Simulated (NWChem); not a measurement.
# SnBrF (SMILES [F][Sn][Br]) at 3 levels

Wanted: a comparison of 3 runs (HF/3-21G, HF/def2-SVP, HF/def2-TZVP) of SnBrF. 

The calculation is run with NWChem 7.3.0.

## Step 1: Starting point

SnBrF has 3 atoms, charge 0, and is taken as a singlet. SMILES: `[F][Sn][Br]`. The shape is that of a PBE0-D4/def2-TZVP optimisation.

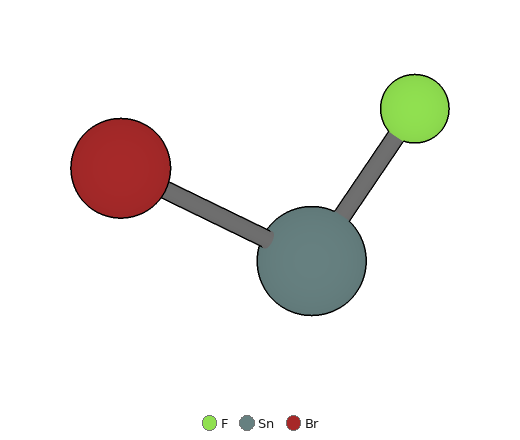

The structure, seen from a chosen angle (fluorine green, tin teal, bromine red).

## Step 2: Energy and forces at HF/3-21G (run 1)

Input file brfsn.xyz:

```xyz
3
BrFSn
F     -0.943200     1.248900    -0.388900
Sn    -0.636500    -0.662500    -0.416800
Br     1.568700    -0.651200     0.792400
```

Input file run.py:

```python
from ase.io import read
from ase.calculators.nwchem import NWChem

mol = read('brfsn.xyz')

calc = NWChem(
    label='brfsn',
    theory='scf',
    memory='2200 mb',
    basis='3-21G',
    basispar='spherical bse',
    scf={'nopen': '0', 'rhf': None, 'thresh': '1e-08', 'maxiter': '80'},
)
mol.calc = calc

forces = mol.get_forces()
print("Total energy (eV):", round(mol.get_potential_energy(), 6))
print("forces (eV/A):")
for s, f in zip(mol.symbols, forces):
    print(f"{s:2s} {f[0]:10.5f} {f[1]:10.5f} {f[2]:10.5f}")
print("dipole (e A):", mol.get_dipole_moment().round(4))
```

Run with:

```bash
export ASE_NWCHEM_COMMAND="nwchem PREFIX.nwi > PREFIX.nwo"
python run.py
```

What it wrote:

```text
Total energy (eV): -235523.372435
forces (eV/A):
F     0.21309   -1.06773    0.00730
Sn   -1.14558    1.02674   -0.52235
Br    0.93249    0.04098    0.51504
dipole (e A): [-0.5244 -0.4864 -0.3371]
```

The calculator wrote brfsn.nwi:

```
title "brfsn"

permanent_dir brfsn

scratch_dir brfsn

start brfsn

geometry units angstrom nocenter noautosym noautoz
  F  -9.4320000000000004e-01 1.2488999999999999e+00 -3.8890000000000002e-01
  Sn -6.3649999999999995e-01 -6.6249999999999998e-01 -4.1680000000000000e-01
  Br 1.5687000000000000e+00 -6.5120000000000000e-01 7.9239999999999999e-01
end

memory 2200 mb

basis spherical bse noprint
   * library 3-21G
end

scf
  nopen 0
  rhf
  thresh 1e-08
  maxiter 80
end

task scf gradient
```

brfsn.nwo:

```text
Northwest Computational Chemistry Package (NWChem) 7.3.0
             --------------------------------------------------------

           Job information
           ---------------

    nwchem branch   = 7.3.0
    use scalapack   = T
    input           = brfsn.nwi
    prefix          = brfsn.
    data base       = brfsn/brfsn.db
    status          = startup
    nproc           =        1

           Memory information
           ------------------

[... 5 lines left out ...]
    hardfail = no
[... 115 lines left out ...]
         Quadratically convergent ROHF
[... 15 lines left out ...]
       Final RHF  results
[... 4 lines left out ...]
      Two-electron energy =   3866.488393780569
[... 66 lines left out ...]
                       ROHF Final Molecular Orbital Analysis
[... 224 lines left out ...]
                 ----------------------------------------
                 |  Time  |  1-e(secs)   |  2-e(secs)   |
                 ----------------------------------------
                 |  CPU   |       0.00   |       3.82   |
                 ----------------------------------------
                 |  WALL  |       0.00   |       3.82   |
                 ----------------------------------------

 Task  times  cpu:       13.4s     wall:       13.4s
 Total times  cpu:       13.4s     wall:       13.4s
```

It took 15 s on 1 thread of Intel Xeon Platinum 8259CL at 2.50GHz (Skylake/Cascade Lake), shared host; peak memory 0.099 GiB.

## Step 3: Energy and gradient at HF/def2-SVP (core potential) (run 2)

Input file mol.nw:

```
echo
start mol
title "BrFSn"
memory 2200 mb

geometry units atomic noautosym nocenter noautoz
F   -1.78238968   2.36007896  -0.73491449
Sn  -1.20281068  -1.25194356  -0.78763785
Br   2.96441337  -1.23058965   1.49741898
end

basis spherical bse
* library def2-SVP
end

ecp bse
Sn library def2-SVP
end

scf
thresh 1e-08
maxiter 80
print low
end

task scf gradient
```

Run with:

```bash
nwchem mol.nw > mol.out
```

What it wrote:

```text
[...]
  functions       =    72
[...]
  wavefunction    = RHF
[...]
         Total SCF energy =  -2884.901016026238
      One-electron energy =  -4629.422525708592
      Two-electron energy =   1478.834141491267
 Nuclear repulsion energy =    265.687368191087
        Time for solution =     26.3s
[...]
                         RHF ENERGY GRADIENTS
    atom               coordinates                        gradient
                 x          y          z           x          y          z
   1 F      -1.782390   2.360079  -0.734914   -0.000364   0.000026  -0.000197
   2 Sn     -1.202811  -1.251944  -0.787638    0.006231   0.000316   0.003446
   3 Br      2.964413  -1.230590   1.497419   -0.005867  -0.000342  -0.003249
 Task  times  cpu:       34.2s     wall:       34.2s
 Total times  cpu:       34.2s     wall:       34.2s
```

It took 35 s on 1 thread of Intel Xeon Platinum 8259CL at 2.50GHz (Skylake/Cascade Lake), shared host; peak memory 0.099 GiB.

## Step 4: Energy and gradient at HF/def2-TZVP (core potential) (run 3)

Input file struct.xyz:

```xyz
3
BrFSn
F     -0.943200     1.248900    -0.388900
Sn    -0.636500    -0.662500    -0.416800
Br     1.568700    -0.651200     0.792400
```

Input file run.py:

```python
from ase.io import read
from ase.calculators.nwchem import NWChem

system = read('struct.xyz')

calc = NWChem(
    label='struct',
    theory='scf',
    memory='2200 mb',
    basis='def2-TZVP',
    basispar='spherical bse',
    scf={'nopen': '0', 'rhf': None, 'thresh': '1e-08', 'maxiter': '80'},
    **{'ecp bse': {'Sn library': 'def2-TZVP'}},
)
system.calc = calc

forces = system.get_forces()
print("Total energy (eV):", round(system.get_potential_energy(), 6))
print("forces (eV/A):")
for s, f in zip(system.symbols, forces):
    print(f"{s:2s} {f[0]:10.5f} {f[1]:10.5f} {f[2]:10.5f}")
print("dipole (e A):", system.get_dipole_moment().round(4))
```

Run with:

```bash
export ASE_NWCHEM_COMMAND="nwchem PREFIX.nwi > PREFIX.nwo"
python run.py
```

What it wrote:

```text
Total energy (eV): -78514.612934
forces (eV/A):
F     0.13041   -0.60467    0.00946
Sn   -0.20235    0.57536   -0.05188
Br    0.07194    0.02931    0.04242
dipole (e A): [-0.3995 -0.5829 -0.2786]
```

The calculator wrote struct.nwi:

```
title "struct"

permanent_dir struct

scratch_dir struct

start struct

geometry units angstrom nocenter noautosym noautoz
  F  -9.4320000000000004e-01 1.2488999999999999e+00 -3.8890000000000002e-01
  Sn -6.3649999999999995e-01 -6.6249999999999998e-01 -4.1680000000000000e-01
  Br 1.5687000000000000e+00 -6.5120000000000000e-01 7.9239999999999999e-01
end

memory 2200 mb

basis spherical bse noprint
   * library def2-TZVP
end

scf
  nopen 0
  rhf
  thresh 1e-08
  maxiter 80
end
ecp bse
  Sn library def2-TZVP
end

task scf gradient
```

struct.nwo:

```text
Northwest Computational Chemistry Package (NWChem) 7.3.0
             --------------------------------------------------------

           Job information
           ---------------

    nwchem branch   = 7.3.0
    use scalapack   = T
    input           = struct.nwi
    prefix          = struct.
    data base       = struct/struct.db
    status          = startup
    nproc           =        1

           Memory information
           ------------------

[... 5 lines left out ...]
    hardfail = no
[... 119 lines left out ...]
         Quadratically convergent ROHF
[... 14 lines left out ...]
       Final RHF  results
[... 4 lines left out ...]
      Two-electron energy =   1478.938553279851
[... 52 lines left out ...]
                       ROHF Final Molecular Orbital Analysis
[... 286 lines left out ...]
                 ----------------------------------------
                 |  Time  |  1-e(secs)   |  2-e(secs)   |
                 ----------------------------------------
                 |  CPU   |       0.10   |      37.56   |
                 ----------------------------------------
                 |  WALL  |       0.10   |      37.56   |
                 ----------------------------------------

 Task  times  cpu:      152.9s     wall:      152.9s
 Total times  cpu:      152.9s     wall:      152.9s
```

Run time: 2.6 min. Hardware: 1 thread of Intel Xeon Platinum 8259CL at 2.50GHz (Skylake/Cascade Lake), shared host; peak memory 0.12 GiB.

## Step 5: All runs side by side

```csv
run,level,core potential,energy (Eh),dipole moment (D),HOMO energy (eV),LUMO energy (eV),wall time
1,HF/3-21G,–,-8655.324364,3.80,-9.78,-0.32,15 s
2,HF/def2-SVP (core potential),def2-SVP,-2884.901016,–,–,–,35 s
3,HF/def2-TZVP (core potential),def2-TZVP,-2885.358830,3.65,-10.36,-0.37,2.6 min
```

## Step 6: Summary of results

| quantity | value |
| --- | --- |
| run 3: total energy | -2885.35883 Eh |
| run 3: dipole moment | 3.65 D |
| run 3: HOMO energy | -10.36 eV |
| run 3: LUMO energy | -0.37 eV |
| run 3: HOMO–LUMO gap | 9.99 eV |
| run 3: largest force on an atom | 0.619 eV/Å |

Some runs of one species differ in core potentials or relativity; totals across that change don't compare. In run 1 relativity is left out where basis or elements ask for it. All runs together took 3.4 min, the longest 2.6 min.
